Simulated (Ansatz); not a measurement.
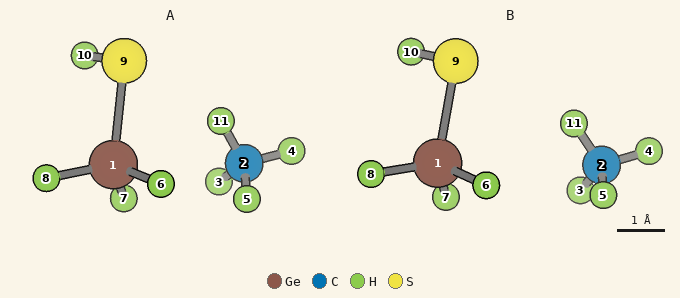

Two geometries of CH₈GeS, drawn at one scale. One is the start of a relaxation, the other its converged end. The picture is a ball-and-stick view, seen at a tilt.

Method: RKS PBE0-D4/def2-mTZVP (Ansatz). Set-up: no spin polarisation; force threshold 0.03 eV/Å; at most 50 steps.

Which one is relaxed?

Answer. Structure B is the relaxed one. The run prepares an end point of a later path (reaction) calculation, from a guessed geometry. Over 9 accepted moves (10 points after the start) the energy falls by 0.174 eV. Largest force component: 0.48 eV/Å at the start, 0.021 eV/Å at the end. The line search rejected the trial step at point 3 of the run. The forces were under the threshold at step 5, but the run went on from there. The largest move after the best rigid fit is that of H3, 0.52 Å. By element the largest moves are H 0.52 Å, C 0.41 Å, Ge 0.36 Å, S 0.21 Å. Some distances before and after: Ge1–S9 2.245 → 2.231 Å, C2–H11 1.098 → 1.090 Å, Ge1–H8 1.544 → 1.538 Å. Cost: 25 s on 2 threads of Arm Neoverse V2 (shared host), peak memory 0.22 GiB.

Limits of the set-up: the start holds two separate molecules, 2.3 Å apart at their closest, whose relative position is a soft coordinate.
